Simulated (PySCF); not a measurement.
C3H11BNP (SMILES CB(P)N(C)C)

Input file:

```
{"job": {"kind": "uv", "xc": "CAM-B3LYP", "basis": "def2-SVPD", "nstates": 8, "ntriplets": 3}, "charge": 0, "multiplicity": 1}
C      1.302482     1.557975     0.205519
B      0.699876     0.161719    -0.264534
P      1.804595    -1.052481    -1.289009
N     -0.614798    -0.185257    -0.000627
C     -1.247452    -1.401034    -0.463613
C     -1.532882     0.608972     0.788251
H      2.293814     1.736129    -0.207221
H      1.398149     1.605999     1.290328
H      0.675769     2.396692    -0.095810
H      3.025528    -0.599348    -0.821987
H      1.773491    -2.096506    -0.377668
H     -0.590016    -1.928506    -1.153142
H     -2.180004    -1.164301    -0.983773
H     -1.481886    -2.060338     0.378648
H     -1.041915     1.503187     1.156628
H     -1.893424     0.027325     1.642247
H     -2.398328     0.901804     0.185852
```

Launched as:

```sh
OMP_NUM_THREADS=1 python probes_run.py task.json out
```

Geometry: GFN2-xTB.

Computed with CAM-B3LYP/def2-SVPD, SCF density, gas phase (PySCF 2.14.0).

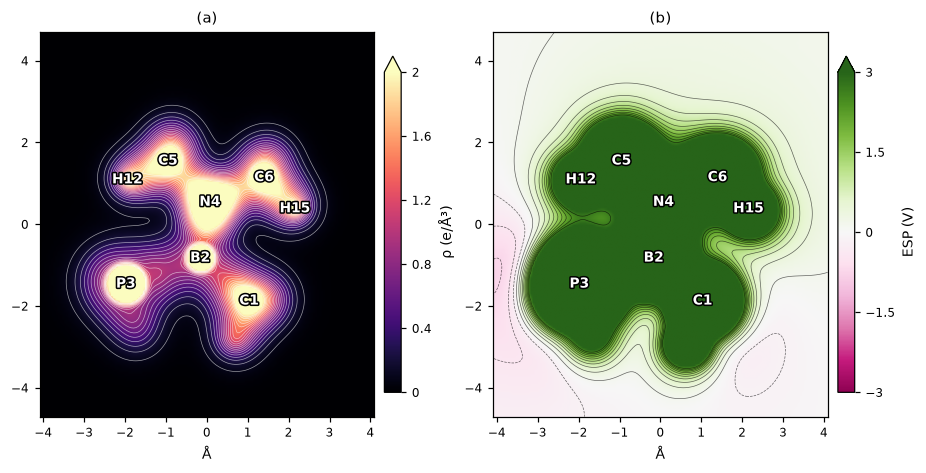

Figure 1. (a) electron density; (b) molecular electrostatic potential on the plane of atoms N4, C6 and H15.

Q: Describe what can be read from this map.

A:
- The plane passes through C, B, P, N and H nuclei.
- B–N (1.39 Å): ρ at the midpoint is about 2 e/Å³.
- C–N (1.45 Å): ρ is about 2 e/Å³ halfway.
- C–B (1.59 Å): ρ is about 1.4 e/Å³ halfway.
- B–P (1.94 Å): ρ at the midpoint is about 0.99 e/Å³.
- C–H (1.08 Å): the density is about 2 e/Å³ at the midpoint.
- Outside the dense part of the molecule the potential is most negative (−0.8 V) near P3.

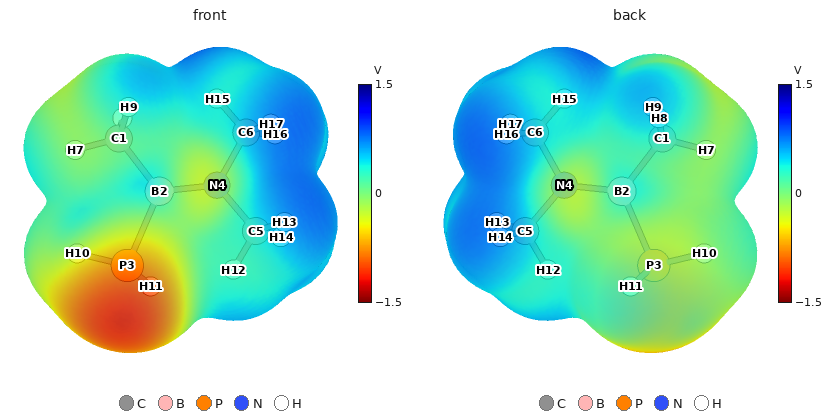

Figure 2. The electrostatic potential painted on the density surface at 0.002 e/bohr³, seen from the front and from behind; red is negative and blue positive.

Q: Where is the surface potential most negative and most positive?

A: The most negative region (about −1.2 V) lies over P3, the most positive (about +0.8 V) over the H atoms.

Q: How polar is the molecule by this calculation?

A: Its dipole moment is 2.40 D.
